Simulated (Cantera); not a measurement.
Feed: 1 mol CF4, 1.7 mol HCl, held at 2998.15 K.

Equilibrium computed with Cantera from the NASA thermochemical tables; the gas is ideal and each condensed phase is pure. Candidate condensed phases: C, C6H6, C7H8, C8H18; 118 gas species. The tables' values for CCl are old estimates; treat these amounts as uncertain. Gases not in the tables: C2F6 and larger saturated fluorocarbons. Equilibrium is a limit: real reactors are often held back by kinetics, nucleation or transport.

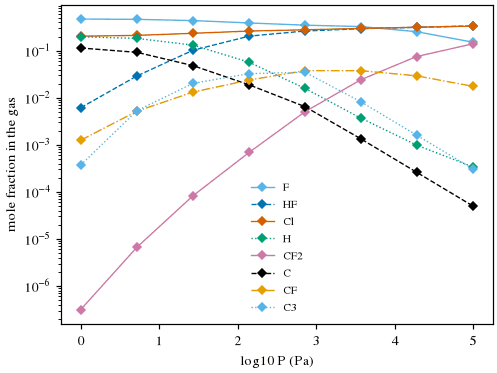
*Equilibrium gas composition (values under 1e-9 drawn at 1e-9)*

From 1.00e-5 bar to 0.00720 bar nothing is condensed. From 0.0370 bar to 1.00 bar the condensed part is C(graphite). The main C-bearing gas is C at 1.00e-5 bar and CF2 at 1.00 bar.
